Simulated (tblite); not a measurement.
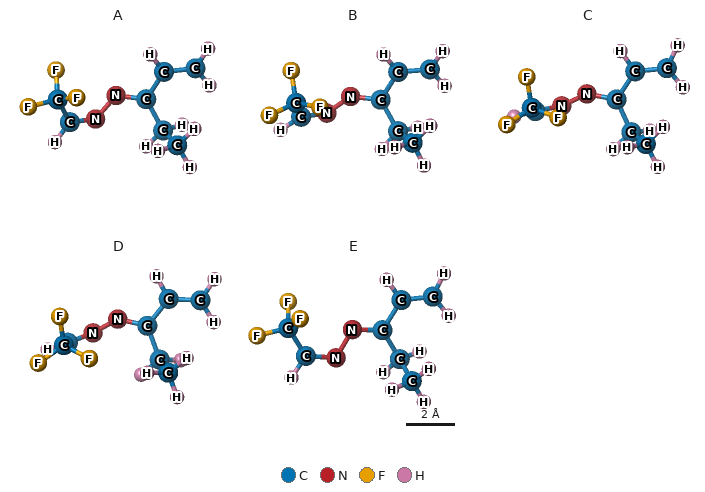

5 geometries from one relaxation of C$_{7}$H$_{9}$F$_{3}$N$_{2}$, in shuffled order. The picture is a ball-and-stick view, seen face on.

All numbers below come from tblite, GFN2-xTB geometry optimisation, gas phase. 

### Order the frames from highest to lowest energy.

E, A, B, C, D. They are steps 0, 41, 52, 71, 139, at +83.1 kJ/mol, +58.6 kJ/mol, +37.0 kJ/mol, +10.8 kJ/mol relative to the last. The largest move after the best rigid fit is that of an F atom, 1.98 Å. Largest moves by element: F 1.98 Å, H 1.65 Å, N 1.42 Å, C 0.87 Å. Among the contacts that change: N–N 1.384 → 1.255 Å, C–C 1.508 → 1.451 Å, C–N 1.308 → 1.270 Å, C–C 1.504 → 1.530 Å. Bond angles that change, for instance: C–N–N 115.0° → 136.7°, N–N–C 112.4° → 132.2°, H–C–H 104.3° → 108.2°. Groups turn about N–N by about 65°. The energy falls by 83.1 kJ/mol in 139 geometry steps.
